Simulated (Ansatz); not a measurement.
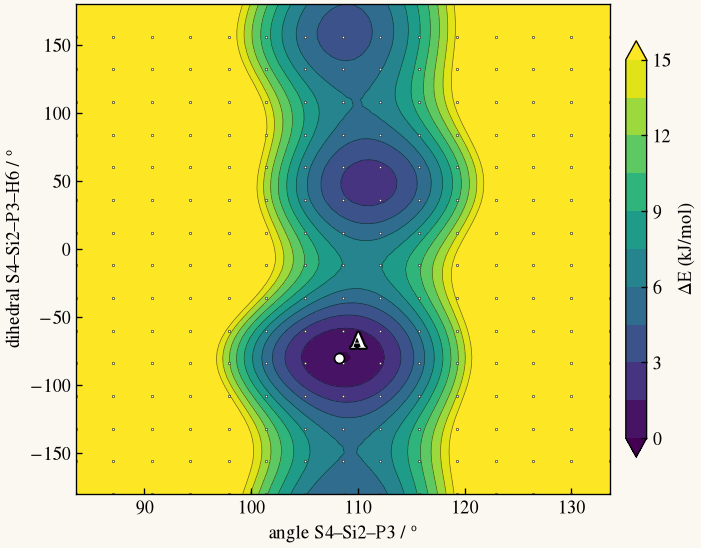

ClFH₃PSSi, SMILES F[Si](P)(S)Cl. Coordinates scanned: (1) angle S4–Si2–P3; (2) dihedral S4–Si2–P3–H6. Nothing is relaxed (all other coordinates rigid). The scan uses a 15 × 15 grid. Points are written as (first, second). Energies are in kJ/mol, from the lowest grid point. The calculation used RHF/def2-SVP (Ansatz 0.2.0).

In the figure: filled contours, dots at the grid points, one colour for all values above the top of the scale, the point A. Between grid points the surface is interpolated.

**What is the easiest way out of the well at A, and how high is the barrier?**

The easiest path leads from the well at (108.6°, −84°) to the well at (108.6°, 156°), about 3.8 kJ/mol higher. Its highest point lies about 6 kJ/mol above the bottom of the first well on the interpolated surface, at about (109°, −150°). Seen from the upper well the barrier is about 2.2 kJ/mol. The start is the relaxed structure and all else is held, so a fully relaxed path at this level can only be lower.

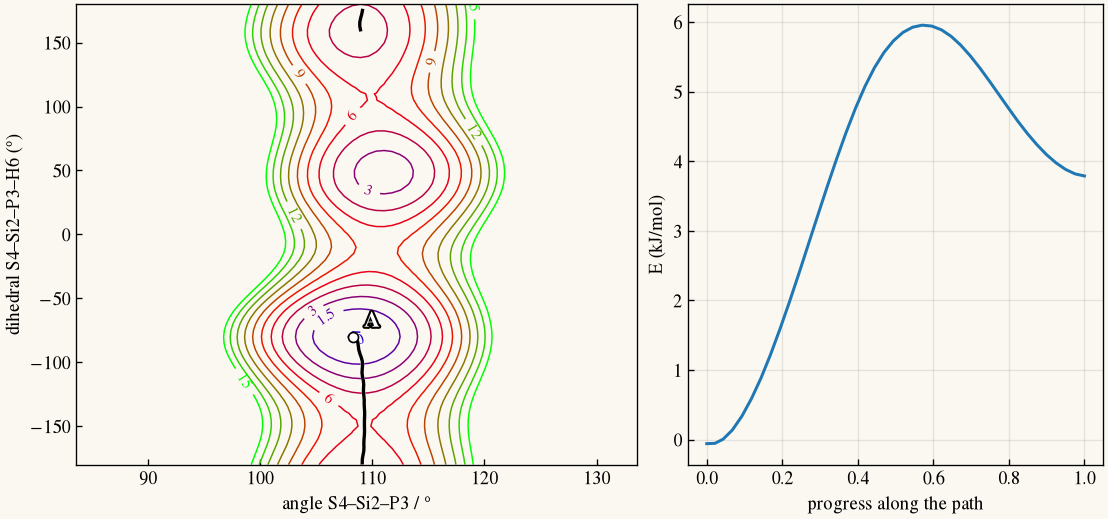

The picture shows contour lines labelled in kJ/mol (none above 15), a line along the lowest path, the energy along the path at the right. Between grid points the surface is interpolated.
